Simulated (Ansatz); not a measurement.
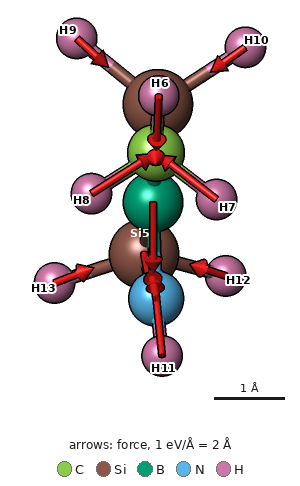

Starting geometry of CH$_{8}$BNSi$_{2}$ with the computed forces as red arrows. A ball-and-stick model, seen from a free direction.

The start comes from PBE-D4/def2-SVP.

The calculation used RKS PBE0-D4/def2-TZVP (Ansatz 0.2.0).

Input file:
```yaml
crystal:
  periodic: [false, false, false]
  atoms:
    - {symbol: C, position_ang: [-1.581138, 1.817311, -0.038457]}
    - {symbol: Si, position_ang: [-0.002518, 1.148065, 0.781927]}
    - {symbol: B, position_ang: [0.597390, -0.622417, 0.059825]}
    - {symbol: N, position_ang: [0.181598, -1.627410, -0.803292]}
    - {symbol: Si, position_ang: [1.773894, -2.184789, -0.185424]}
    - {symbol: H, position_ang: [-1.869619, 2.796601, 0.395276]}
    - {symbol: H, position_ang: [-2.428227, 1.115294, 0.104103]}
    - {symbol: H, position_ang: [-1.429342, 1.955987, -1.128715]}
    - {symbol: H, position_ang: [1.114212, 2.150072, 0.614184]}
    - {symbol: H, position_ang: [-0.230371, 1.000251, 2.268145]}
    - {symbol: H, position_ang: [-0.624676, -1.815875, -1.408364]}
    - {symbol: H, position_ang: [1.697799, -3.457199, 0.614013]}
    - {symbol: H, position_ang: [2.821398, -2.310691, -1.258320]}
basis:
  gaussian: {orbitals: def2-TZVP}
hamiltonian: {xc: pbe0, dispersion: d4}
relax: {f_tol: 0.005, max_steps: 150}
```

Command:
```bash
ansatz run in.yaml --threads 4 --pin off --events-out ev --progress --plain --max-ram 10444MiB
```

**Is this structure relaxed? If not, where do the atoms go?**

It isn't relaxed: the largest force vector, on Si5, is 0.74 eV/Å. The final displacements have little in common with the starting forces (cosine between the two patterns 0.24). After 13 geometry steps the energy has fallen by 0.063 eV. Largest force component: 0.65 eV/Å at the start, 0.0029 eV/Å at the end. The largest move after the best rigid fit is that of H11, 0.16 Å. By element the largest moves are H 0.16 Å, N 0.09 Å, Si 0.06 Å, C 0.05 Å, B 0.02 Å. Some distances before and after: N4–Si5 1.797 → 1.753 Å, B3–Si5 1.971 → 1.943 Å, C1–Si2 1.901 → 1.879 Å, Si5–H12 1.505 → 1.485 Å. Cost: 57 s on 4 threads of Arm Neoverse V1, with other jobs on the host.
